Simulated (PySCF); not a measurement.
System: C5H7FGeO (SMILES O=C1[CH2][GeH2][CH]=C(F)C1).

```xyz
15

O    -0.0057   -1.7549   -1.6521
C    -0.0550   -1.2658   -0.5513
C    -1.3206   -0.8397    0.0993
Ge   -1.2896    1.1195   -0.2543
C     0.5573    1.5309    0.1534
C     1.4273    0.5461    0.3244
F     2.7148    0.8415    0.6271
C     1.2070   -0.9319    0.2271
H    -2.1778   -1.3340   -0.3510
H    -1.3086   -1.0091    1.1739
H    -2.2427    1.8527    0.6508
H    -1.6470    1.4344   -1.6755
H     0.9110    2.5456    0.2579
H     2.0682   -1.3706   -0.2855
H     1.1570   -1.3568    1.2338
```

Geometry: GFN2-xTB.

These are results of wB97X-D/def2-SVPD, SCF density, gas phase in PySCF, not measurements.

> What can the converged electron density and electron localisation function tell about the bonding?

C–C (1.33 Å): the density is about 2.3 e/Å³ at the midpoint; the ELF peaks at about 0.90 between the atoms: a short, multiple covalent bond.
C–F (1.36 Å): ρ at the midpoint is about 2.2 e/Å³, with its minimum of 1.7 e/Å³ about 0.5 Å from C; the ELF peaks at about 0.85 between the atoms (a polar covalent bond).
C–Ge (1.94 Å): the density is about 0.9 e/Å³ at the midpoint; the ELF peaks at about 0.95 in the valence shell of C, 0.7 Å from its nucleus, and is about 0.70 at the midpoint.
C–H (1.08 Å): ρ at the midpoint is about 2 e/Å³; the ELF climbs to about 1 towards the hydrogen, as it does in any bond to H: an ordinary covalent bond to hydrogen.

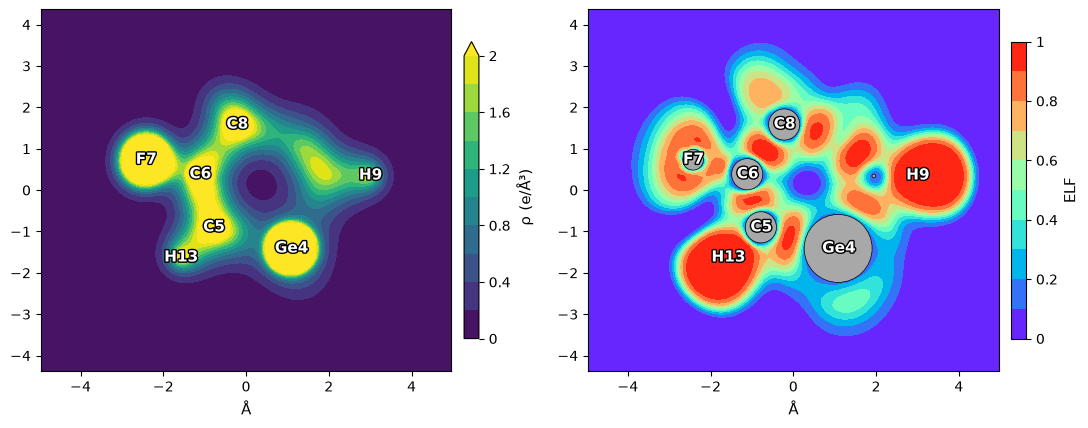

Computed electron density and electron localisation function on the plane of atoms Ge4, C5 and C6, in this order. Grey discs cover the atomic cores in the ELF map. 
